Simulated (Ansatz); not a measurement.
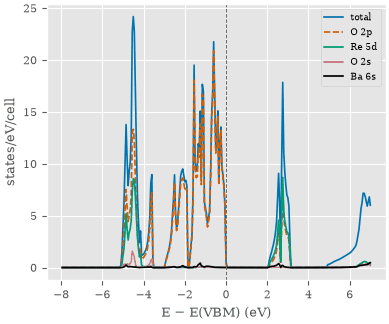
Figure. Total and projected density of states of Ba$_{2}$NaReO$_{6}$ in space group Fm-3m (No. 225; Na on 4a, Ba on 8c, Re on 4b, O on 24e), plane-wave PAW PBEsol (Ansatz code)

### Question
Which orbitals carry the states next to the gap?

### Answer
Top 1 eV of the valence band: O 2p 96 %. Bottom 1 eV of the conduction band: Re 5d 50 %, O 2p 41 %, outside the projected shells 7 %. Projections are on Löwdin-orthogonalised atomic valence shells; empty p or d shells of many metals are not among them.

### Question
Where is the tallest occupied peak in this window, and what makes it?

### Answer
Near -4.5 eV, about 24 states/eV per cell; the largest projected share is O 2p.

The workflow started from a Materials Project entry (that database holds measured and hypothetical structures alike); the Crystallography Open Database files this formula in space group No. 225, but the cells were not matched. Its standing as an ambient phase is unchecked. The PBEsol relaxation kept the symmetry of its start; its stability against distortions is not shown here. The run is not spin-polarised. Scalar-relativistic: spin–orbit coupling is off unless named, which matters more the heavier the elements.

Potentials: the later of the program's two PAW sets.
